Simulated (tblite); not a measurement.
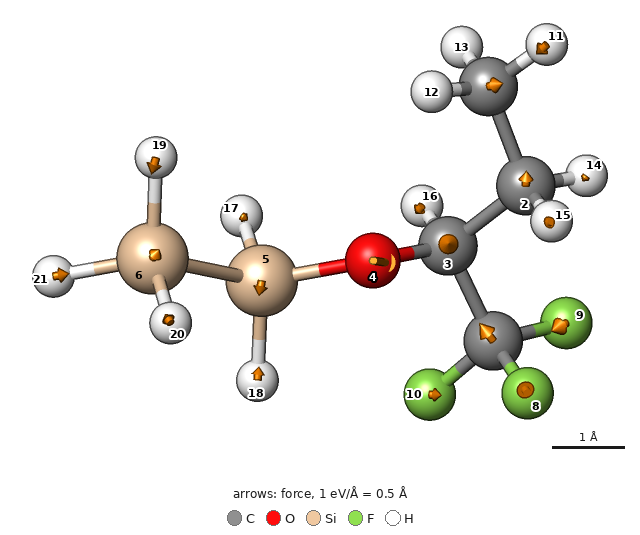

Starting geometry of C$_{4}$H$_{11}$F$_{3}$OSi$_{2}$ with the computed forces as orange arrows. The picture is a ball-and-stick view, seen at a tilt.

Computed with GFN2-xTB geometry optimisation, gas phase (tblite). 

What follows when this structure is relaxed?

It isn't relaxed: the largest force vector, on the O atom, is 1.82 eV/Å. The final displacements have little in common with the starting forces (cosine between the two patterns 0.17). An H atom moves most after the best rigid fit: 0.47 Å. Largest moves by element: H 0.47 Å, Si 0.34 Å, F 0.29 Å, O 0.28 Å, C 0.15 Å. Some distances before and after: C–O 1.446 → 1.381 Å, H–Si 1.498 → 1.470 Å, O–Si 1.664 → 1.639 Å, C–C 1.551 → 1.529 Å. Bond angles that change, for instance: O–Si–Si 111.5° → 98.7°, C–O–Si 119.6° → 129.8°, Si–Si–H 110.7° → 117.9°. The energy falls by 28.3 kJ/mol in 77 geometry steps. Cost: 2 s on 1 thread of AMD EPYC 7571, with other jobs on the host.
